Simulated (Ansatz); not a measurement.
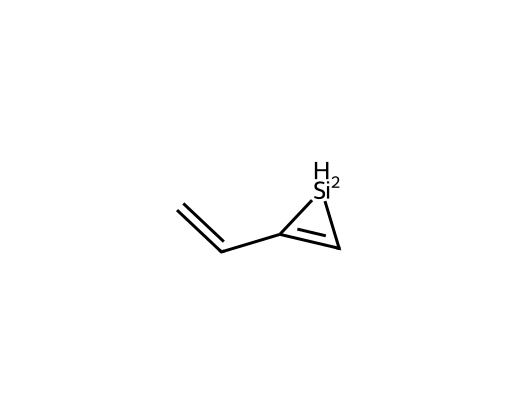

The computed structure is the end point of a PBE0-D4/def2-TZVP optimisation. Properties computed with RKS r2SCAN-D4/def2-TZVPP (Ansatz 0.2.0).

Give the LUMO energy (Kohn–Sham orbital) at this level.

Answer. −1.98 eV.

Estimate the dipole moment.

Answer. 0.77 D.

Give the dispersion correction at this level.

Answer. −5.8 kJ/mol.

Give the HOMO energy (Kohn–Sham orbital) at this level.

Answer. −6.38 eV.
